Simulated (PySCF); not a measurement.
Gd²⁺: atomic calculation

- system: Gd²⁺, configuration 1s2 2s2 2p6 3s2 3p6 3d10 4s2 4p6 4d10 4f6 5s2 5p6 5d1 6s1, multiplicity 9.
- method: unrestricted HF, x2c-TZVPPall, spin-free X2C-1e, Gaussian nucleus (PySCF)

### The input
```python
from pyscf import gto, scf, dft, mp, cc
import basis_set_exchange as bse
mol = gto.M(atom="Gd 0 0 0", charge=2, spin=8, symmetry="D2h",
            basis=gto.basis.parse(bse.get_basis("x2c-TZVPPall", elements=["Gd"], fmt="nwchem", header=False)),
            nucmod="G")
mf = scf.UHF(mol).sfx2c1e()
mf.irrep_nelec = {'Ag': (10, 9), 'B1g': (3, 2), 'B2g': (2, 2), 'B3g': (2, 2), 'Au': (1, 0), 'B1u': (5, 4), 'B2u': (6, 4), 'B3u': (6, 4)}
mf.kernel()
```

The script is an equivalent of what the driver set up; the driver started from orbitals of its own, so the log can be shorter than this script's would be, and it computed the properties (radii, ⟨L²⟩, response) afterwards. It held the occupations shell by shell, which the script's counts by irreducible representation don't always enforce.

The run was one of a batch that the task file lists, launched with:
```bash
OMP_NUM_THREADS=1 python <driver script> TASK.json OUT
```

### The program's output (extracts)
```
damping factor = 0
level_shift factor = 0
DIIS = <class 'pyscf.scf.diis.CDIIS'>
diis_start_cycle = 1
diis_space = 10
diis_damp = 0
SCF conv_tol = 1e-09
SCF conv_tol_grad = None
number electrons alpha = 35  beta = 27
cycle= 1 E= -11265.7454977295  delta_E= -0.00687  |g|= 0.0305  |ddm|= 0.0671
cycle= 2 E= -11265.7458448327  delta_E= -0.000347  |g|= 0.00843  |ddm|= 0.0192
cycle= 3 E= -11265.7459267295  delta_E= -8.19e-05  |g|= 0.00332  |ddm|= 0.0188
cycle= 4 E= -11265.7460005241  delta_E= -7.38e-05  |g|= 0.00368  |ddm|= 0.0243
cycle= 5 E= -11265.7460246231  delta_E= -2.41e-05  |g|= 0.00393  |ddm|= 0.00671
cycle= 6 E= -11265.7458809904  delta_E= 0.000144  |g|= 0.000987  |ddm|= 0.0636
cycle= 7 E= -11265.7458742392  delta_E= 6.75e-06  |g|= 0.000158  |ddm|= 0.0166
cycle= 8 E= -11265.7458742246  delta_E= 1.45e-08  |g|= 3.02e-05  |ddm|= 0.00098
cycle= 9 E= -11265.745874225  delta_E= -3.62e-10  |g|= 6.46e-06  |ddm|= 0.000121
converged SCF energy = -11265.745874225  <S^2> = 20.004191  2S+1 = 9.0009313
```

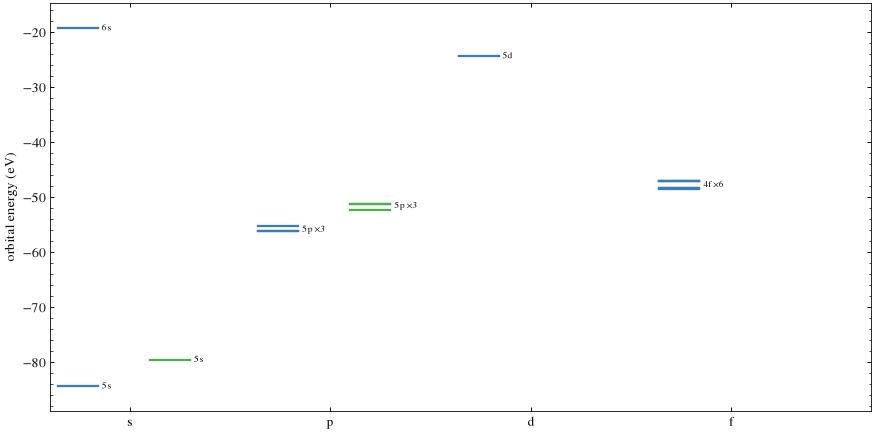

Orbital energies of the mean field, from the top down to −84.4 eV, by angular momentum, α spin at the left of each column and β at the right; ×n counts the orbitals under one label. The highest filled orbital is 6s α at −19.3 eV, the lowest empty one f α at −17.5 eV.

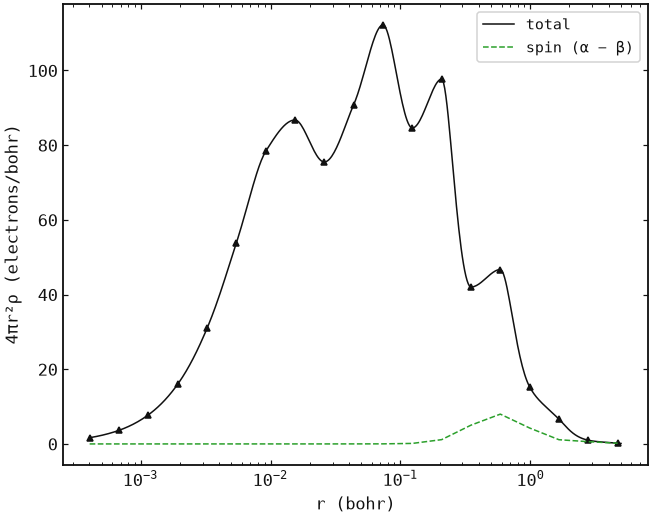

Spherically averaged radial density 4πr²ρ of the mean field and its spin part; markers are the stored points, which are sparse, and the line is a monotone interpolation between them. The largest stored value is 112 electrons/bohr at r = 0.073 bohr. Root-mean-square radii of the shells: 4d 0.682, 4f 0.872, 5s 1.40, 5p 1.61, 5d 2.30, 6s 3.66 bohr.

### Key numbers

```tsv
quantity	value
outcome	converged
total energy	−11265.7459 hartree
⟨S²⟩	20.004
⟨L²⟩	18.05
SCF iterations	9
hardware	1 thread of Arm Neoverse V2, 23 GiB of memory available, shared host
wall time	3.2 s
```

### Remarks

Radii and densities are those of the two-component orbitals, without the picture-change correction, so the innermost s shells come out slightly too small (about 1 % for 1s near Z = 40, more for heavier atoms). This is not the ground configuration of the species. ⟨L²⟩ departs from that of the intended term, so the determinant mixes terms.
